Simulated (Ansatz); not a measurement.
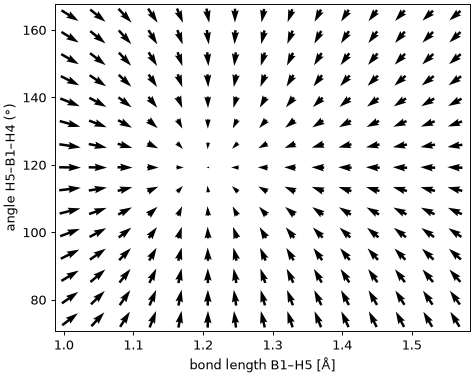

CH2BGe, SMILES B[C]#[Ge], spin multiplicity 2. The first coordinate is: bond length B1–H5; the second: angle H5–B1–H4. Nothing is relaxed (all other coordinates rigid). Grid: 15 × 15 points. Points are written as (first, second). The calculation used UKS PBE0-D4/def2-TZVP in Ansatz 0.2.0.

The picture shows arrows along the force (downhill), their lengths compressed.

**The arrows alone are given. Where is the energy lowest?**

The arrows converge at about (1.201 Å, 119°) (read from the interpolated surface).

The energy map of the same scan:

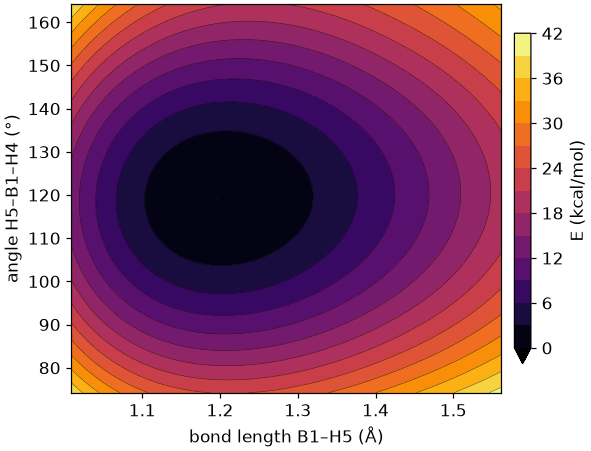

Energies are in kcal/mol, from the lowest grid point; between grid points the surface is interpolated.
